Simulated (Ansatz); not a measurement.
```xyz
29

C    -2.7415    0.7381    0.1672
C    -1.3902    0.1387    0.5322
C    -1.5707   -1.3612    0.7478
C    -0.8914    0.7757    1.8305
N    -0.4530    0.3763   -0.5883
Ge   -0.4899    1.9611   -1.5432
C     0.8317   -0.2224   -0.4945
C     1.9051    0.4238    0.1176
C     3.1582   -0.1678    0.1692
C     3.3590   -1.4228   -0.3838
C     2.3004   -2.0747   -0.9999
C     1.0521   -1.4770   -1.0600
H    -3.1088    0.3262   -0.7749
H    -2.6937    1.8275    0.0751
H    -3.4691    0.5152    0.9500
H    -2.2901   -1.5352    1.5514
H    -0.6324   -1.8420    1.0284
H    -1.9449   -1.8388   -0.1604
H     0.0637    0.3444    2.1362
H    -0.7596    1.8543    1.7096
H    -1.6074    0.6115    2.6400
H     0.7300    1.8978   -2.4696
H    -1.7868    2.0530   -2.3641
H    -0.3974    3.2169   -0.6408
H     1.7515    1.4061    0.5518
H     3.9806    0.3555    0.6442
H     4.3375   -1.8871   -0.3437
H     2.4508   -3.0506   -1.4480
H     0.2268   -1.9705   -1.5593
```

Geometry: PBE0-D4/def2-TZVP.

Theory: RKS PBE0-D4/def2-TZVPP (Ansatz 0.2.0).

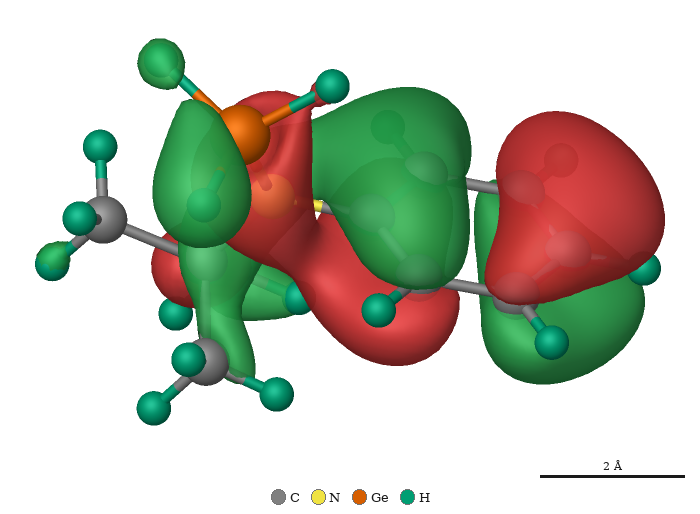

C10H17GeN (SMILES CC(C)(C)[N]([GeH3])c1ccccc1). The HOMO−1 at ±0.06 Å⁻³ᐟ² (green and red are the two phases), seen from one side.

Question: Describe this orbital and give its energy.

Answer: Its weight (Hirshfeld) is mainly on C10 (about 20 %), C7 (about 20 %), C8 (about 10 %), N5 (about 10 %), C12 (about 10 %) and C11 (about 10 %). Its energy is −7.05 eV.
